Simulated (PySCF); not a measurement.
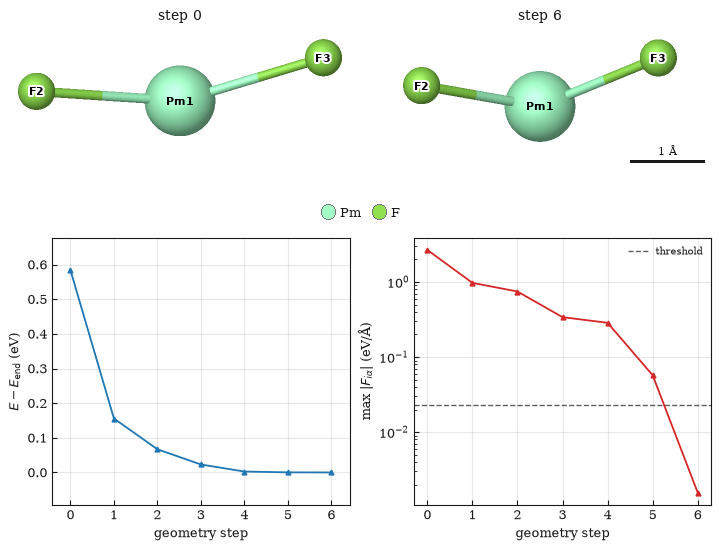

First and last geometry of a relaxation of PmF2 (charge +1), with the history of the run. Style: ball-and-stick. Shown from a free direction.

Theory: RKS PBE0, Pm lcecp-1-SVP with ECP50, F def2-SVP; non-relativistic Hamiltonian with scalar-relativistic core potentials; density fitting in PySCF. Settings: symmetry kept (C2v).

Question: Read the history and describe the run.

Answer: It converged. After 6 geometry steps the energy has fallen by 0.584 eV. Largest force component: 2.7 eV/Å at the start, 0.0016 eV/Å at the end. The largest moves after the best rigid fit, 0.35 Å, are those of F2 and F3. Largest moves by element: F 0.35 Å, Pm 0.19 Å. Some distances before and after: Pm1–F2 2.141 → 1.983 Å. Among the angles between lasting bonds that change: F2–Pm1–F3 131.8° → 108.9°.
